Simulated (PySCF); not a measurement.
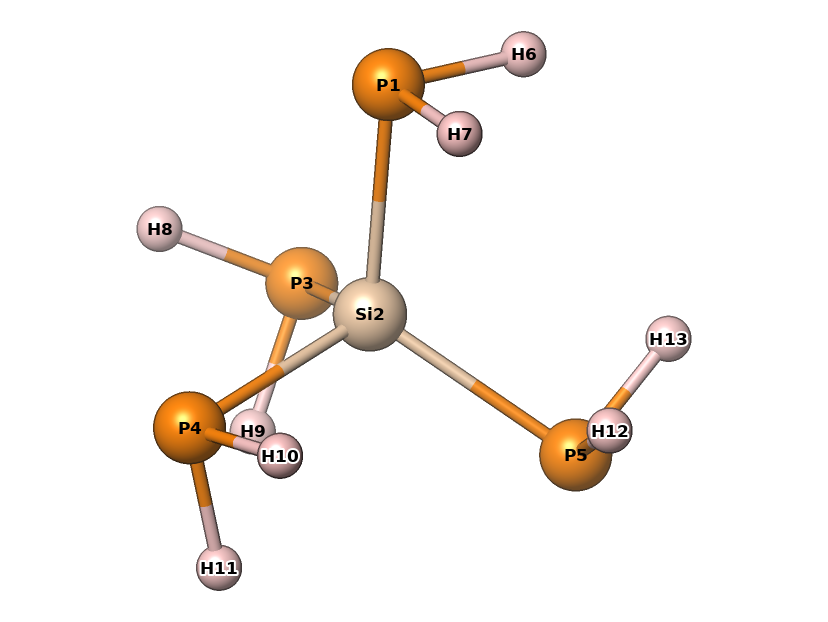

P3 lies behind Si2. The molecule seen a little off the Si2–P3 bond, Si2 in front. Depth is shown by fading: the farther an atom, the more it takes the colour of the background. Computed geometry: PBE0-D3(BJ)/def2-TZVP optimisation. No frequency run is at hand to confirm it as a minimum.

Q: What is the torsion angle P1–Si2–P3–H8? The sign is positive where the front bond must turn clockwise to cover the back bond.

A: −68°, synclinal (gauche).
